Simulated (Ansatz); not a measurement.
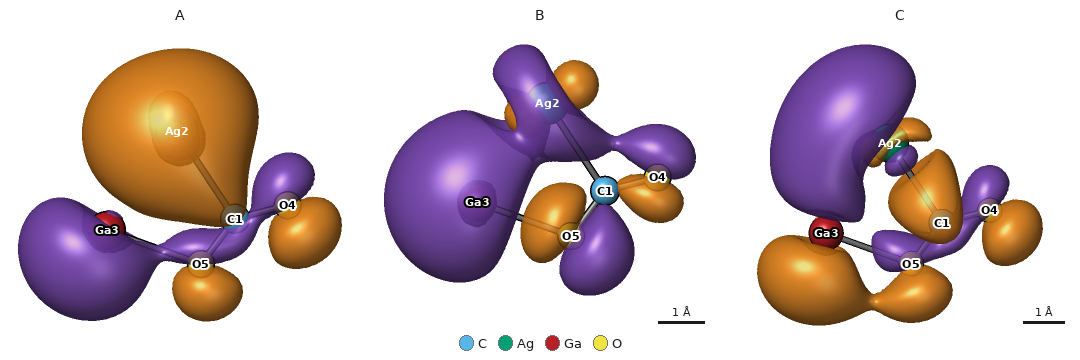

Figure 1: CAgGaO$_{2}$. Three frontier orbitals at ±0.06 Å⁻³ᐟ² (orange and purple are the two phases), in no order.

Geometry: BLYP-D3(BJ)/def2-SVP; core potentials replace the inner electrons of Ag.

Method: Ansatz, isolated molecule in a Gaussian basis; Kohn-Sham density functional theory, functional PBE0.

```xyz
5

C    -0.2133   -2.3053    0.3366
Ag    1.1492   -1.1238    1.8301
Ga   -1.4519   -0.5417    2.1931
O     0.4754   -2.9955   -0.3670
O    -1.4153   -2.0121    0.5321
```

Question: Which picture is the HOMO−1, the HOMO and the LUMO?

Answer: B is the HOMO−1 (−8.39 eV). It lies mainly on Ga3 (about 45 %), O5 (about 25 %) and Ag2 (about 20 %); it is symmetric in the molecular plane (an in-plane orbital: σ, lone-pair or in-plane π type). A is the HOMO (−5.73 eV). Its weight (Hirshfeld) is mainly on Ag2 (about 40 %), Ga3 (about 25 %), O4 (about 15 %), C1 (about 10 %) and O5 (about 10 %). C is the LUMO (−2.25 eV). Its weight (Hirshfeld) is mainly on Ag2 (about 35 %), Ga3 (about 25 %), C1 (about 20 %), O4 (about 10 %) and O5 (about 10 %); it is symmetric in the molecular plane (an in-plane orbital: σ, lone-pair or in-plane π type).

Question: What is the HOMO–LUMO gap?

Answer: 3.48 eV between the orbital energies.
